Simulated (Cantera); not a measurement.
Input: 1 mol Fe₂O₃, 0.41 mol SO₃, 1.2 mol N₂, equilibrated at 17.0 mbar.

Cantera equilibrium calculation (NASA polynomials, part measured and part estimated; ideal gas, pure solids and liquids). Candidate condensed phases: Fe, FeO, FeS, FeSO₄, FeS₂, Fe₂O₃, Fe₂(SO₄)₃, Fe₃O₄, S; 19 gas species. The numbers say what is thermodynamically allowed, not how fast it happens.

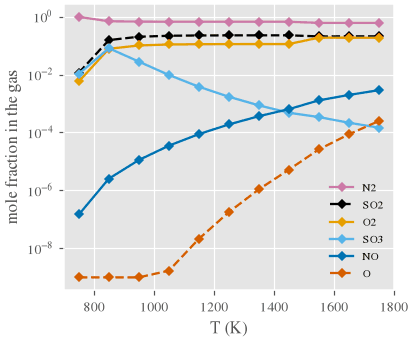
Figure. Equilibrium gas composition (values under 1e-9 drawn at 1e-9)

Read off the mole fractions at 1750 K.

N₂ about 0.60, SO₂ about 0.21, O₂ about 0.19, NO about 0.0029, O about 0.00025, SO₃ about 0.00015.
